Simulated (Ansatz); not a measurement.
**BF2H2Si (SMILES B[Si](F)F) (doublet): density, localisation and related maps**

The calculation's input:

```
crystal:
  periodic: [false, false, false]
  atoms:
    - symbol: B
      position_ang: [-1.126837, 1.155817, 0.588717]
    - symbol: F
      position_ang: [-3.433150, -0.743750, -0.350323]
    - symbol: F
      position_ang: [-2.941291, 1.163810, -1.964205]
    - symbol: Si
      position_ang: [-2.486247, 0.531830, -0.563271]
    - symbol: H
      position_ang: [-0.536353, 2.124163, 0.246736]
    - symbol: H
      position_ang: [-0.944860, 0.541949, 1.585400]
basis:
  gaussian:
    orbitals: def2-TZVPD
total_charge: 0
magnetization:
  spin_polarized: true
  initial_magnetization: 1
hamiltonian:
  xc: {name: PBE0}
output: {forces: true, orbitals: {seedname: orbitals}}
```

Run with:

```sh
ansatz run input.yaml --threads 2 --pin off --max-ram 4350MiB --events-out events.jsonl --progress --plain --runs-dir runs
```

Geometry: B3LYP-D3(BJ)/6-311G**.

These are results of isolated molecule in a Gaussian basis; Kohn-Sham density functional theory, functional PBE0 (Ansatz 0.2.0), not measurements.

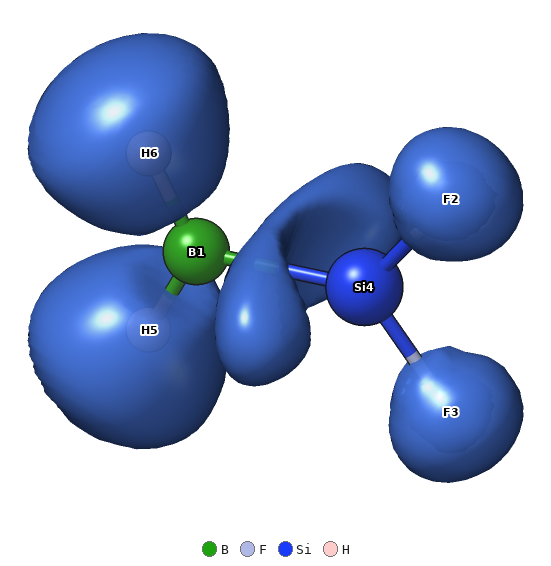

Figure 1. Isosurface of the ELF at 0.8 (blue), seen at a tilt. Core shells and regions of very low density are left out.

### Identify the bonds, lone pairs and shells in this picture.

At this value the surface marks out one region between bonded B–Si atoms (shared pairs), two regions around hydrogen nuclei and two regions wrapped around F (its lone pairs, merged into a ring or cap). Along the contacts the grid gives the following. Si–F (1.60 Å): the ELF peaks at about 0.85 in the valence shell of F, 0.6 Å from its nucleus, and is about 0.55 at the midpoint. Si–B (1.89 Å): the ELF peaks at about 0.95 between the atoms (localised, covalent bonding).

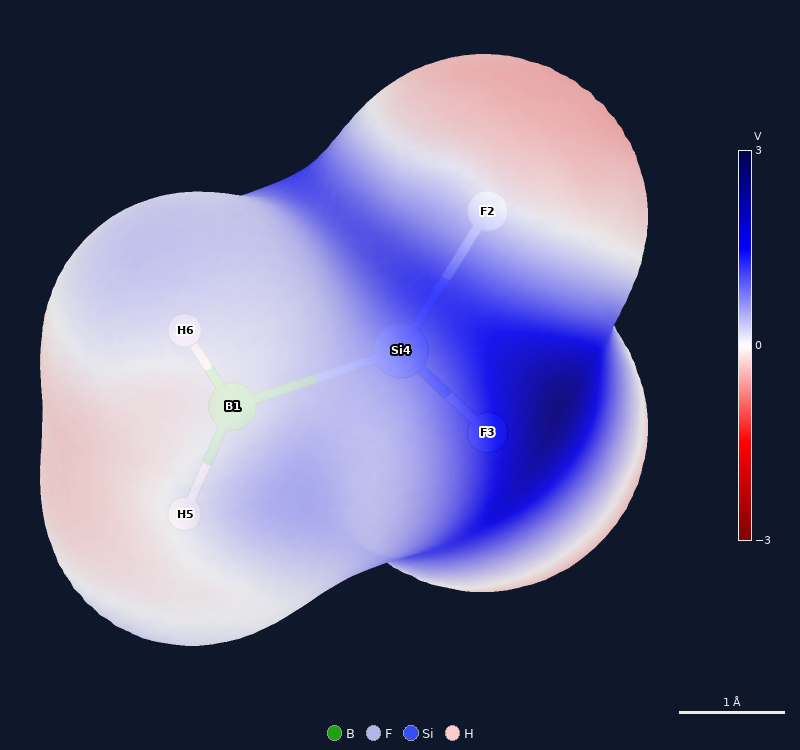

Figure 2. The electrostatic potential painted on the density surface at 0.002 e/bohr³, seen at a tilt; the colour scale runs from red (negative) to blue (positive).

### Where is the surface potential most negative and most positive?

The most negative region (about −0.4 V) lies over F2 and F3, the most positive (about +2.4 V) over Si4.

### How polar is the molecule by this calculation?

Its dipole moment is 0.08 D.

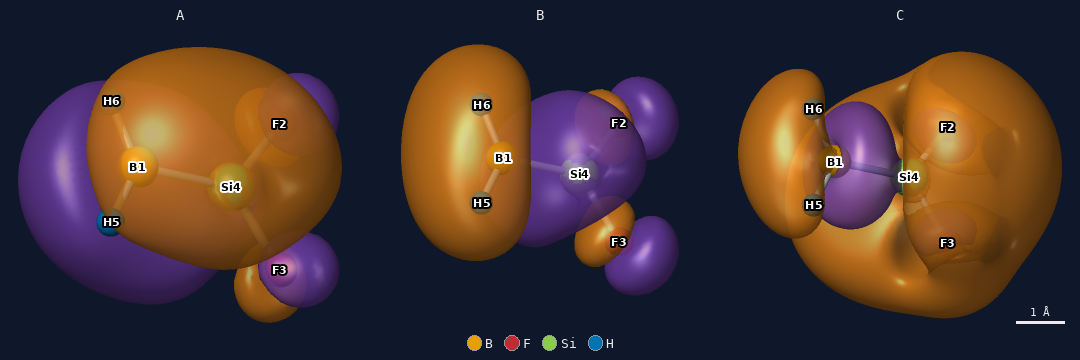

Figure 3. Three frontier orbitals at ±0.04 Å⁻³ᐟ² (orange and purple are the two phases), in no order.

### Order the three orbitals by energy and name them. All are α orbitals.

B is the HOMO−1 (α) (−10.19 eV). By Hirshfeld shares it lies mainly on B1 (about 35 %), Si4 (about 30 %), H6 (about 10 %), H5 (about 10 %), F3 (about 5 %) and F2 (about 5 %); it is symmetric in the molecular plane (an in-plane orbital: σ, lone-pair or in-plane π type). A is the HOMO (α) (−6.56 eV). It lies mainly on Si4 (about 45 %) and B1 (about 40 %); it changes sign across the molecular plane (π type); π-bonding across B1–Si4. C is the LUMO (α) (−1.37 eV). It lies mainly on Si4 (about 60 %), B1 (about 20 %), F2 (about 10 %) and F3 (about 10 %); it is symmetric in the molecular plane (an in-plane orbital: σ, lone-pair or in-plane π type).

### What is the gap between the highest occupied and lowest empty α orbitals?

5.19 eV between the orbital energies.
